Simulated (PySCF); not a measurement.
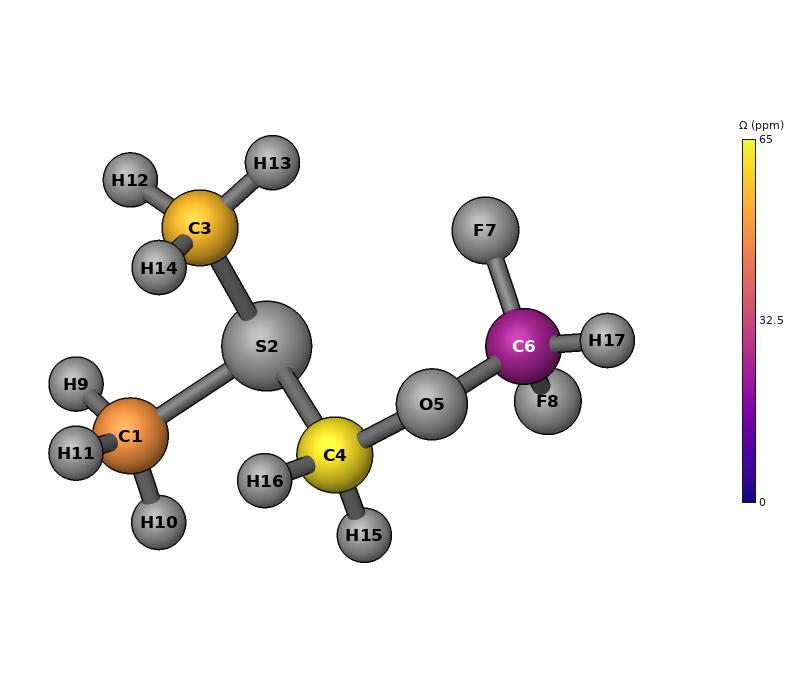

The C atoms are coloured by the span of their shielding tensor. State: charge +1, singlet. Geometry: an image of a reaction path computed with GFN2-xTB, not a minimum. Level of theory: GIAO PBE0/pcSseg-1 NMR shielding, non-relativistic, gas phase (PySCF 2.14.0). Principal shieldings σ11 ≤ σ22 ≤ σ33, span Ω = σ33 − σ11, skew κ = 3(σiso − σ22)/Ω.

> Which C atom has the most anisotropic shielding?

C4, with a span of 61 ppm.

Give the shielding tensors of the C atoms.

```csv
atom,σ11,σ22,σ33,σiso,Ω,κ
C1,141.8,144.5,190.7,159.0,48.9,0.89
C3,134.6,143.5,190.3,156.1,55.7,0.68
C4,71.8,105.8,133.2,103.6,61.5,−0.11
C6,50.6,65.8,75.2,63.9,24.6,−0.24
```

Shieldings and span in ppm.
